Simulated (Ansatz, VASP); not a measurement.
# BiB in two plane-wave programs

Aim: how closely do two programs agree when they are given the same cell, functional and k mesh? The cell is invented: As first built, before any earlier steps moved the atoms (in the runner's words): it takes the BP structure with some of its atoms replaced by other elements, volume scaled by an estimate. It may not be a known or stable phase. The cell is taken from a series of VASP runs on this material, whose earlier steps may have relaxed, scaled or displaced it; both programs get it as it stands. Valence electrons are named where the data sets of a main pair hold unlike numbers.

Main program and level: Ansatz 0.2.0; plane waves, with VASP 6.6.1 beside it; band structure at r2SCAN0.

**1. The structure**

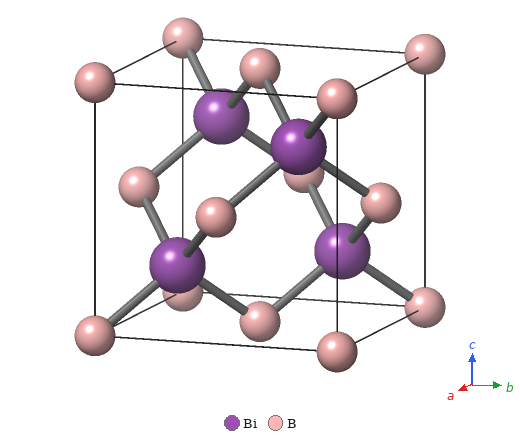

The starting structure, seen slightly off an axis (bismuth purple, boron pink). This picture shows the conventional cell, with its axes. Bonds to atoms that aren't drawn are left out. Some periodic images of atoms are drawn too.

**2. Ansatz: band structure, r2SCAN0**

Ansatz runs on its default PAW (the set named soft_2) files.

The same path points are solved in both programs, so levels can be compared one by one.

The input, input.yaml:

```yaml
crystal:
  lattice:
    - [0.0, 2.761376127, 2.761376127]
    - [2.761376127, 0.0, 2.761376127]
    - [2.761376127, 2.761376127, 0.0]
  atoms:
    - { symbol: Bi, position: [0.25, 0.25, 0.25] }
    - { symbol: B, position: [0.0, 0.0, 0.0] }
hamiltonian:
  xc: r2scan0
  pseudopotentials: { kind: paw }
kpoints:
  mp_grid: { grid: [4, 4, 4] }
  band_path:
    path:
      - [0.0, 0.0, 0.0]
      - [0.5, 0.0, 0.5]
      - [0.5, 0.2, 0.7]
      - [0.4, 0.35, 0.75]
      - [0.15, 0.15, 0.3]
      - [0.2, 0.2, 0.2]
      - [0.55, 0.4, 0.55]
      - [0.6, 0.25, 0.65]
      - [0.5, 0.25, 0.75]
      - [0.5, 0.5, 0.5]
      - [0.375, 0.375, 0.75]
      - [0.5, 0.0, 0.5]
    npoints: 1
scf:
  occupations: { method: gaussian, width: 0.02 }
  n_extra_bands: 7
output:
  forces: true
  stress: true
  eigenvalues: true
  write_density: true
  write_potential: true
  elf: true
  volumetric_format: npy
```

Run with:

```sh
$ ansatz run input.yaml --threads 4 --pin off --max-ram 9216MiB --backend cpu --events-out ev --progress --plain --runs-dir out
```

Numbers of over 12 decimals in the logs are rounded to 6 here.

What it wrote:

```text
Warning: output.stress: scf.convergence.dr2_threshold = 1e-7 eV (the SCF's general default) is looser than the 2e-10 eV advised for a printed stress (1e-10 eV for each atom of the cell: 2). What an SCF threshold leaves in a stress goes as its square root, and in the free energy as the threshold itself, and one threshold admits the most on a small cell: [figures from the program's tests cut] Set scf.convergence.dr2_threshold to 2e-10 eV or tighter. The threshold is an SCF's pass mark: one that does not reach it within its budget of iterations ends unconverged, or closes short of it on a stop that the run arms, and scf.convergence.dr2_threshold's page says what that costs each kind of run
Warning: output.stress: scf.exx.energy_threshold = 1e-6 eV is looser than the 2e-8 eV advised for a stress under a hybrid functional (1e-8 eV for each atom of the cell: 2). Every SCF of the exchange loop can meet its threshold on dr2 while the loop round them stops early: no threshold on dr2 bounds what that leaves in the stress. Set scf.exx.energy_threshold to 2e-8 eV or tighter. The threshold is the loop's pass mark: a loop that does not reach it within its budget of cycles ends unconverged, and scf.exx.energy_threshold's page has the law
scf.n_extra_bands = 7 over 9 filled bands (N_el = 18.0): the run solves 16 bands
Engine: ansatz 0.2.0, aarch64-unknown-linux-gnu
Pseudopotentials: kind: paw
Pseudopotential: Bi, paw, valence charge 15, recommended cutoff 500 eV (meta_gga), Bi.paw.azcp
Pseudopotential: B, paw, valence charge 3, recommended cutoff 500 eV (meta_gga), B.paw.azcp
Functional definition: r2SCAN0
  parameter a = 0.25
  parameter k0 = 0.174
  parameter k1 = 0.065
  parameter a1 = 4.9479
  exchange = (1 - a)*r2scan_x(k0 = k0, k1 = k1, a1 = a1) + a*exact_x
  correlation = r2scan_c
Crystal: 2 atoms, lattice volume = 42.112 Å³
Basis set: ecut = 500 eV, 1067 PW (Γ), exchange–correlation on 120×120×120 points (64 copies of the dense FFT grid, shifted against one another)
Bands: 16, of which v1, the nominal top of the filled ones, is band 9 counted from 1 (8 counted from 0)
Symmetry: 24 space group operations
Space group: F-43m (ITA 216), of the structure as read, at distance tolerance 3.5e-5 Å
k-points: 8 of 64 (time reversal used)
Non-local potential: Bi, projectors of the file, l = 0: 2, l = 1: 2, l = 2: 2, l = 3: 2
Non-local potential: B, projectors of the file, l = 0: 2, l = 1: 2, l = 2: 1
PAW form: soft (Blöchl's): semilocal exchange-correlation on the pseudo side does not see the compensation charge
PAW frozen core: Bi, regenerated for the run's functional, and the local potential with it (the file was generated under x = pbe(κ = 0.804, μ = 0.219515), c = pbe(β = 0.066725))
PAW frozen core: B, regenerated for the run's functional, and the local potential with it (the file was generated under x = pbe(κ = 0.804, μ = 0.219515), c = pbe(β = 0.066725))
PAW one-centre angular grid: Bi, 590 points (default); XC on 160 Gauss nodes
PAW one-centre angular grid: B, 302 points (default); XC on 160 Gauss nodes
Initial density: superposition of atomic densities (neutral atoms: chi_scale 0, normalization atom), corrected by the library's trained network
Initial wavefunctions: pseudopotential atomic-orbital guess
Functional: x = r2scan, c = r2scan; τ floored in thin density (d = 2e-4 eV/Å³), warm-up for x = 0.75 r2scan + 0.25 exact, c = r2scan; τ floored in thin density (d = 2e-4 eV/Å³)
SCF iter   1: F=—  HF=-12565.839393 eV  |F-HF|=—  |Δ(HF+E_count)|=         —  Δρ=5.47e-3  dr2=1.22e-2  dr2_τ=6.21e-2  ethr=1.77e-3  ⟨swp⟩=12.2  Hψ=691  notcnv=0
preconditioner: auto → none  [insulator: Δε(μ)=0.221 eV  Ē_g=23.293 eV  σ=0.020 eV  W_gap=1.00  n_scr=14 (ndim 8)  ℏωp=24.3 eV  f_vac=0.010  D(μ)=0.00/eV (n_scr^D=0)]
SCF iter   2: F=—  HF=-12565.860324 eV  |F-HF|=—  |Δ(HF+E_count)|=   2.09e-2  Δρ=2.16e-3  dr2=1.46e-3  dr2_τ=1.16e-4  ethr=6.76e-5  ⟨swp⟩=4.6  Hψ=375  notcnv=0  defer=1
SCF iter   3: F=—  HF=-12565.860725 eV  |F-HF|=—  |Δ(HF+E_count)|=   4.01e-4  Δρ=1.17e-3  dr2=3.04e-4  dr2_τ=1.34e-5  ethr=8.11e-6  ⟨swp⟩=3.0  Hψ=267  notcnv=0
iter 4 solved again at ethr=8.98e-9 eV; its pass at ethr=1.69e-6 eV (dr2=1.62e-6 eV) is discarded
SCF iter   4: F=-12565.860912 eV  HF=-12565.860912 eV  |F-HF|=4.44e-7  |Δ(HF+E_count)|=   1.87e-4  Δρ=8.46e-5  dr2=1.74e-6  dr2_τ=3.05e-7  ethr=8.98e-9  ⟨swp⟩=4.0  Hψ=569  notcnv=0
SCF 1 stopped early in 4 iterations: F = -12565.860912 eV  dr2 = 1.74e-6
  greatest PAW one-centre occupation: 0.985 electrons in one spin orbital (limit 2), on the Bi atom at site 0 (counted from 0), in its partial waves of l = 2
Initial density: handed on by an earlier stage of this run
Initial wavefunctions: those handed on with the density
Functional: x = 0.75 r2scan + 0.25 exact, c = r2scan; τ floored in thin density (d = 2e-4 eV/Å³)
Frozen-core exchange: fock
SCF iter   1: F=—  HF=-12563.354826 eV  |F-HF|=—  |Δ(HF+E_count)|=         —  Δρ=3.76e-3  dr2=8.48e-3  dr2_τ=2.79e-4  ethr=9.69e-8  ⟨swp⟩=9.2  Hψ=784  notcnv=0
preconditioner: auto → none  [insulator: Δε(μ)=1.482 eV  Ē_g=15.375 eV  σ=0.020 eV  W_gap=1.00  n_scr=14 (ndim 8)  ℏωp=16.2 eV  f_vac=0.009  D(μ)=0.00/eV (n_scr^D=0)]
SCF iter   2: F=—  HF=-12563.352324 eV  |F-HF|=—  |Δ(HF+E_count)|=   2.50e-3  Δρ=7.02e-4  dr2=5.85e-4  dr2_τ=7.61e-6  ethr=9.69e-8  ⟨swp⟩=5.0  Hψ=487  notcnv=0
SCF iter   3: F=—  HF=-12563.355705 eV  |F-HF|=—  |Δ(HF+E_count)|=   3.38e-3  Δρ=4.97e-4  dr2=9.16e-5  dr2_τ=2.18e-6  ethr=9.69e-8  ⟨swp⟩=4.8  Hψ=423  notcnv=0
SCF iter   4: F=—  HF=-12563.355697 eV  |F-HF|=—  |Δ(HF+E_count)|=   8.59e-6  Δρ=1.15e-4  dr2=1.36e-5  dr2_τ=9.96e-8  ethr=9.69e-8  ⟨swp⟩=3.1  Hψ=234  notcnv=0
SCF iter   5: F=-12563.355765 eV  HF=-12563.355766 eV  |F-HF|=1.07e-6  |Δ(HF+E_count)|=   6.89e-5  Δρ=7.08e-5  dr2=2.37e-6  dr2_τ=2.94e-8  ethr=1.82e-8  ⟨swp⟩=4.0  Hψ=311  notcnv=0
SCF 2 stopped early in 5 iterations: F = -12563.355765 eV  dr2 = 2.37e-6
  greatest PAW one-centre occupation: 0.986 electrons in one spin orbital (limit 2), on the Bi atom at site 0 (counted from 0), in its partial waves of l = 2
hybrid outer 1: dexx = +3.918e-3 eV, tail = 1.10e-5 eV
Frozen-core exchange: fock
SCF iter   1: F=—  HF=-12563.355789 eV  |F-HF|=—  |Δ(HF+E_count)|=         —  Δρ=1.83e-5  dr2=1.38e-7  dr2_τ=5.35e-9  ethr=3.06e-7  ⟨swp⟩=4.0  Hψ=318  notcnv=0
preconditioner: auto → none  [insulator: Δε(μ)=1.536 eV  Ē_g=15.381 eV  σ=0.020 eV  W_gap=1.00  n_scr=14 (ndim 8)  ℏωp=16.2 eV  f_vac=0.009  D(μ)=0.00/eV (n_scr^D=0)]
SCF iter   2: F=—  HF=-12563.355789 eV  |F-HF|=—  |Δ(HF+E_count)|=   2.79e-7  Δρ=1.15e-5  dr2=4.18e-8  dr2_τ=1.99e-9  ethr=6.54e-10  ⟨swp⟩=4.6  Hψ=320  notcnv=0
SCF iter   3: F=-12563.355789 eV  HF=-12563.355789 eV  |F-HF|=3.19e-9  |Δ(HF+E_count)|=   1.52e-9  Δρ=4.49e-6  dr2=5.26e-9  dr2_τ=2.09e-10  ethr=1.97e-10  ⟨swp⟩=3.0  Hψ=228  notcnv=0  defer=1
SCF 3 converged in 3 iterations: F = -12563.355789 eV  dr2 = 5.26e-9
  Residual-converged pass: ⟨swp⟩=3.8  Hψ=280  notcnv=0  max |occ|·‖R‖ = 2.3e-6 eV (tolerance 2.4e-6 eV)  dr2=5.23e-9  dr2_τ=1.97e-10  dr2_onsite=1.28e-9  max |Δocc| = 0.0e0
hybrid outer 2: dexx = +1.601e-7 eV, tail = 1.54e-8 eV, Δε = 1.30e-3 eV (about 7.54e-5 eV left of the loop's levels)
NSCF: frozen V_eff on 12 k-points
hybrid SCF converged: 2 outer / 8 inner (+4 warm-up), last move |dexx| = 1.60e-7 eV, tail = 1.54e-8 eV
Stability not checked: this state was not tested for a lower state beside it, because the functional holds exact exchange (a hybrid, or Hartree-Fock), whose exchange loop this test does not read (fock_operator; see scf.lower_state_search)
Free energy (F): -12563.355789 eV
Frozen-core exchange: fock
Harris-Foulkes:  -12563.355789 eV  (|F-HF|=3.19e-9)
Internal energy: -12563.355789 eV  (E = F + TS)
E sigma→0 (E₀):  -12563.355789 eV
Fermi energy:    10.438217 eV
--- Per-component energies (eV) ---
  E_band       = -136.871562
  E_kinetic    = 345.728744
  E_local      = -1564.368075  (includes V_loc(G=0)·N_el)
  E_nonlocal   = 572.973894
  E_hartree    = 512.139652
  E_xc         = -130.961039
  E_vxc        = -147.123390  (∫ρ·V_xc dr)
  E_exx        = -47.437190  (= α·E_x^exact, valence–valence)
  E_paw        = -10759.392617  (= ΣΔE_a)
  E_vpaw       = -281.837361  (= ΣTr[D̂ρ^β])
  E_aug_tail   = -0.000274  (compensation charges beyond the density's cutoff)
  E_vtau       = 8.349660  (kinetic-family band-sum trace: ∫τ·v_τ [+ j·A + Jᵃ·Aᵃ] dr)
  E_ewald      = -1492.738907
  E_core_change = 0.700021  (= ΣΔE_core)
  E_smearing   = -0.000000  (= −TS)
  E_closure    = -0.000000  (closes the sum)
  Σ components = -12563.355789   (vs F -12563.355789, Δ=0.00e0)
--- Forces (eV/Å), atoms counted from 1 ---
  atom   1  Bi    -0.00000000     0.00000000    -0.00000000
  atom   2  B      0.00000000    -0.00000000    -0.00000000
  max |Σ_I F_I| component: 3.15e-16 eV/Å
--- Stress (GPa, compression-positive) ---
       -3.996797      -0.000000      -0.000000
       -0.000000      -3.996797       0.000000
       -0.000000       0.000000      -3.996797
  P = ⅓ Tr σ = -3.9968 GPa (-39.968 kbar)
--- Band table (eV; the first three rows and the last of 8) ---
  k-point 0: bands = [... 5 lower, -6.2387, 9.6698, 9.6698, 9.6698, 11.2063, 13.7938, 13.7938, 13.7938, ... 3 higher]
  k-point 1: bands = [... 5 lower, -5.3618, 4.3584, 8.5554, 8.5554, 11.7058, 15.0445, 15.0445, 16.1969, ... 3 higher]
  k-point 2: bands = [... 5 lower, -3.8651, 0.8640, 7.8272, 7.8272, 11.3044, 15.3467, 15.3467, 17.5709, ... 3 higher]
  k-point 7: bands = [... 5 lower, -2.6804, 0.9013, 4.5920, 5.0261, 14.7246, 15.1866, 16.3202, 17.2671, ... 3 higher]
```

It took 19 s on 4 threads of Arm Neoverse V1, shared host; peak memory 0.75 GiB; 67 s of CPU time.

**3. VASP: band structure, r2SCAN0**

The same cell, functional, mesh and smearing now go to VASP, with its own data sets.

Lines of VASP's logs that name or quote its potential files are left out, and so is its time.

The run reads the wave functions of an earlier VASP run, which isn't shown here.

The input, INCAR:

```
SYSTEM = BiB
PREC = Accurate
ENCUT = 420
EDIFF = 1E-06
NELM = 100
ISMEAR = 0
SIGMA = 0.02
LREAL = .FALSE.
ALGO = Normal
LHFCALC = .TRUE.
AEXX = 0.25
METAGGA = R2SCAN
LASPH = .TRUE.
NBANDS = 15
PRECFOCK = Fast
HFRCUT = -1
LORBIT = 11
LWAVE = .FALSE.
LCHARG = .FALSE.
KPAR = 4
```

The input, POSCAR:

```
BiB
1.0
    0.0000000000      2.7613761270      2.7613761270
    2.7613761270      0.0000000000      2.7613761270
    2.7613761270      2.7613761270      0.0000000000
Bi B
1 1
Direct
    0.2500000000      0.2500000000      0.2500000000
    0.0000000000      0.0000000000      0.0000000000
```

The input, KPOINTS:

```
Automatic mesh
0
Gamma
4 4 4
0 0 0
```

The input, KPOINTS_OPT:

```
Line mode
6
Line-mode
Reciprocal
  0.00000000   0.00000000   0.00000000 GAMMA
  0.50000000   0.00000000   0.50000000 X

  0.50000000   0.00000000   0.50000000 X
  0.50000000   0.25000000   0.75000000 W

  0.50000000   0.25000000   0.75000000 W
  0.37500000   0.37500000   0.75000000 K

  0.37500000   0.37500000   0.75000000 K
  0.00000000   0.00000000   0.00000000 GAMMA

  0.00000000   0.00000000   0.00000000 GAMMA
  0.50000000   0.50000000   0.50000000 L

  0.50000000   0.50000000   0.50000000 L
  0.62500000   0.25000000   0.62500000 U

  0.62500000   0.25000000   0.62500000 U
  0.50000000   0.25000000   0.75000000 W

  0.50000000   0.25000000   0.75000000 W
  0.50000000   0.50000000   0.50000000 L

  0.50000000   0.50000000   0.50000000 L
  0.37500000   0.37500000   0.75000000 K

  0.62500000   0.25000000   0.62500000 U
  0.50000000   0.00000000   0.50000000 X
```

PAW data sets: Bi_d and B (PBE family, release 64).

Run with:

```sh
$ mpirun -np 4 vasp_std
```

What it wrote:

```text
[banner, memory and clock lines left out]
running    4 mpi-ranks, on    1 nodes
 distrk:  each k-point on    1 cores,    4 groups
 distr:  one band on    1 cores,    1 groups

 POSCAR found type information on POSCAR BiB
 POSCAR found :  2 types and       2 ions
|                                                                             |
|               ----> ADVICE to this user running VASP <----                  |
|                                                                             |
|     You enforced a specific xc type in the INCAR file but a different       |
|     [... a line on the potential file left out ...]
|     I HOPE YOU KNOW WHAT YOU ARE DOING!                                     |
|                                                                             |

 LDA part: xc-table for (None), standard interpolation
 found WAVECAR, reading the header
 POSCAR, INCAR and KPOINTS ok, starting setup
 FFT: planning ... GRIDC
 FFT: planning ... GRID_SOFT
 FFT: planning ... GRID
 HFRCUT set to (new)   8.633085
 reading WAVECAR
 the WAVECAR file was read successfully
 initial charge from wavefunction
 entering main loop
       N       E                     dE             d eps       ncg     rms          rms(c)
DAV:   1    -0.529415851946E+02   -0.52942E+02   -0.63753E-01   240   0.893E+00    0.612E-01
DAV:   2    -0.529436595707E+02   -0.20744E-02   -0.35067E-02   337   0.125E+00    0.358E-01
DAV:   3    -0.529426600590E+02    0.99951E-03   -0.60034E-03   282   0.521E-01    0.190E-01
DAV:   4    -0.529431947075E+02   -0.53465E-03   -0.15552E-03   269   0.205E-01    0.117E-01
DAV:   5    -0.529432428489E+02   -0.48141E-04   -0.97817E-05   351   0.129E-01    0.738E-02
DAV:   6    -0.529432370057E+02    0.58432E-05   -0.34100E-05   358   0.721E-02    0.446E-02
DAV:   7    -0.529432427612E+02   -0.57555E-05   -0.14298E-05   350   0.317E-02    0.267E-02
DAV:   8    -0.529432457062E+02   -0.29450E-05   -0.20140E-06   275   0.105E-02    0.162E-02
DAV:   9    -0.529432465913E+02   -0.88513E-06   -0.36352E-07   169   0.472E-03
   1 F= -.52943247E+02 E0= -.52943247E+02  d E =-.111345E-44
 Start KPOINTS_OPT (optional k-point list driver)
k-point batch [1-8\60]
       N       E                     dE             ncg
DAV:   1    -0.204274519254E+03   -0.31571E+04      240
DAV:   2    -0.144176489803E+04   -0.12375E+04      247
DAV:   3    -0.153567432287E+04   -0.93909E+02      310
DAV:   4    -0.153890985946E+04   -0.32355E+01      311
DAV:   5    -0.153898690006E+04   -0.77041E-01      346
DAV:   6    -0.153899090725E+04   -0.40072E-02      387
DAV:   7    -0.153899095218E+04   -0.44939E-04      339
DAV:   8    -0.153899095258E+04   -0.39774E-06      260
[...]
k-point batch [57-60\60]
       N       E                     dE             ncg
DAV:   1     0.220202735624E+04   -0.26116E+04      120
DAV:   2     0.160036069868E+04   -0.60167E+03      127
DAV:   3     0.156087285788E+04   -0.39488E+02      155
DAV:   4     0.155986051348E+04   -0.10123E+01      171
DAV:   5     0.155983730865E+04   -0.23205E-01      184
DAV:   6     0.155983654734E+04   -0.76132E-03      200
DAV:   7     0.155983653781E+04   -0.95240E-05      184
DAV:   8     0.155983653773E+04   -0.87168E-07      144
```

[end of part 1 of 2]

[Lines on the potential files, build, host, timing and source positions are cut from VASP's logs without a mark.]

[Logs are printed without paths, hosts, clocks, repeated set-up lines and the standing remarks that a program may print on its own settings, such as how far it seeks lower states.]

[Hosts, paths, dates, database ids (printed as entryN), source tags and the programs' standing remarks are cut or masked in the printed files.]
